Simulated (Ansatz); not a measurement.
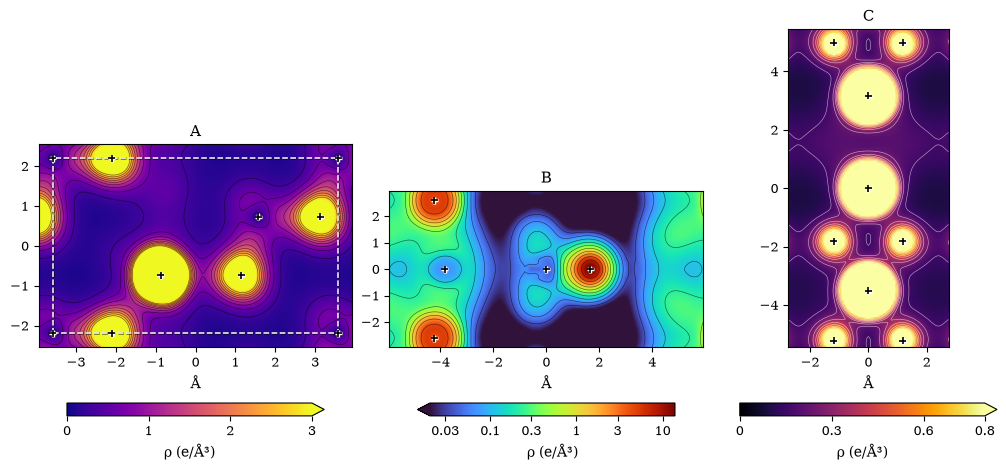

The valence electron density of 3 systems, each on a plane through atoms (crosses mark nuclei in the plane).

Method: DFT PBE, scalar-relativistic, plane waves, PAW (Ansatz 0.2.0).

System 1: B$_{2}$RuN$_{3}$, the (110) plane of the conventional cell. Space group P3m1; a generated structure, not necessarily the stable one; changed on purpose from its base cell (volume × 0.88, shape and atoms relaxed); computed pressure about 56 GPa in this cell; computed without spin polarisation.

System 2: NbAl$_{4}$F$_{3}$, the (110) plane of the conventional cell. Space group P4mm; a generated structure, not necessarily the stable one; changed on purpose from its base cell (volume × 0.97, shape and atoms relaxed).

System 3: Hf$_{3}$H$_{4}$, the (100) plane of the conventional cell. Space group Immm; a generated structure, not necessarily the stable one; changed on purpose from its base cell (volume × 1.06, shape and atoms relaxed); computed pressure about −7 GPa in this cell.

```cif
data_structure
_symmetry_space_group_name_H-M 'P 1'
_symmetry_Int_Tables_number 1
_cell_length_a 3.3454
_cell_length_b 4.7925
_cell_length_c 10.2004
_cell_angle_alpha 90.000
_cell_angle_beta 90.000
_cell_angle_gamma 90.000
_cell_volume 163.54
loop_
_atom_site_label
_atom_site_type_symbol
_atom_site_fract_x
_atom_site_fract_y
_atom_site_fract_z
_atom_site_occupancy
Hf1 Hf 0.50000 0.00000 0.34475 1
Hf2 Hf 0.00000 0.50000 0.84475 1
Hf3 Hf 0.00000 0.50000 0.15525 1
Hf4 Hf 0.50000 0.00000 0.65525 1
Hf5 Hf 0.50000 0.00000 0.00000 1
Hf6 Hf 0.00000 0.50000 0.50000 1
H1 H 0.00000 0.74695 0.33293 1
H2 H 0.50000 0.24695 0.83293 1
H3 H 0.00000 0.25305 0.66707 1
H4 H 0.50000 0.75305 0.16707 1
H5 H 0.00000 0.25305 0.33293 1
H6 H 0.50000 0.75305 0.83293 1
H7 H 0.50000 0.24695 0.16707 1
H8 H 0.00000 0.74695 0.66707 1
```

Question: Which map belongs to which system?

Answer: Panel A is system 1, B$_{2}$RuN$_{3}$: the plane holds B, Ru and N. B–N (1.48 Å): the density is about 1.7 e/Å³ at the midpoint. Panel B is system 2, NbAl$_{4}$F$_{3}$: the plane holds Al, Nb and F. Al–F (1.66 Å): the density is about 0.88 e/Å³ at the midpoint. Panel C is system 3, Hf$_{3}$H$_{4}$: the plane holds Hf and H. Hf–H (2.07 Å): ρ is about 0.55 e/Å³ halfway.
